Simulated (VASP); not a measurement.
Band structure of TlF (relaxed from the wurtzite structure, space group P6_3mc). Calculation: r2SCAN meta-GGA, VASP's PBE PAW potentials (set 64) (plane waves; VASP).

The path is coarsely sampled, so an indirect gap can come out somewhat too large. Unless said otherwise, spin-orbit coupling is left out, though it shifts the bands of the heavy elements here.

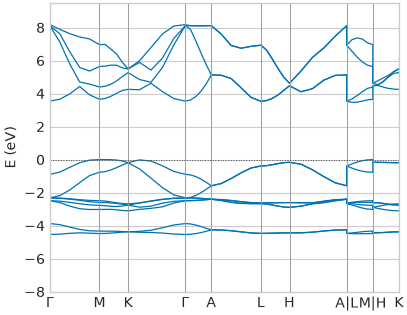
Fig. 1. Bands along high-symmetry lines, zero at the valence-band maximum or, without a gap, the Fermi level

Q: Read the plot: is there a gap, and where are the band edges?

A: The gap is indirect, 3.47 eV, from the valence maximum at M to the conduction minimum at L-M at 0.20.

The structure was generated: TlF was put into the wurtzite type (P6_3mc), which need not be its known phase. It was relaxed first, which changed the volume by +115 %.
